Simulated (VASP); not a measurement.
Band structure of CoSi₂ (fluorite). All values below come from TPSS meta-GGA, VASP's PBE PAW potentials (set 64) (plane waves; VASP).

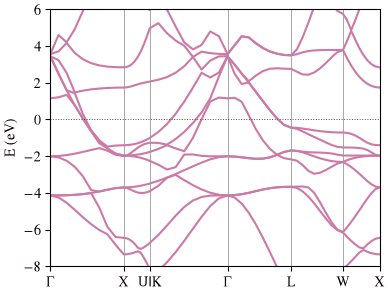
Figure. Bands along high-symmetry lines, zero at the valence-band maximum or, without a gap, the Fermi level

Task: Read the plot: is there a gap, and where are the band edges?

Result: It has no gap at this level: it comes out as a metal or semimetal.

The compound is CoSi2 in the fluorite structure. It was relaxed first. The run is not spin-polarised, so no magnetic state was tried. The electron count is odd and the run is not spin-polarised, which forces a metal.
